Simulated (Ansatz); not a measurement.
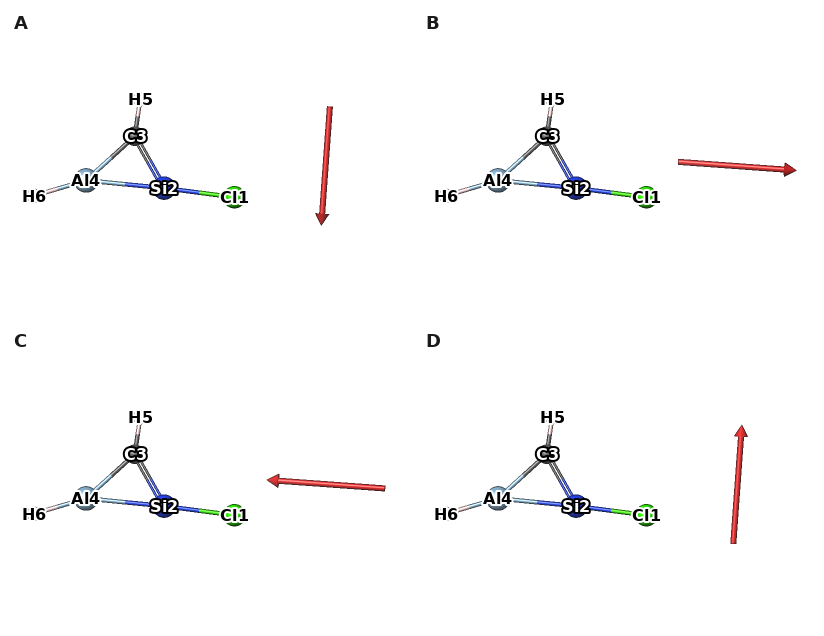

The same molecule four times, each with an arrow. The computed structure is the end point of a PBE0-D4/def2-TZVP optimisation. No frequency run is at hand to confirm it as a minimum. Method: RKS PBE0-D4/def2-TZVP (Ansatz 0.2.0).

Which arrow points along the dipole moment, from the negative to the positive end?

Answer. C. The dipole moment is 1.93 D; it points from the side of Cl1 to the side of H6 (the outermost atoms at the two ends).
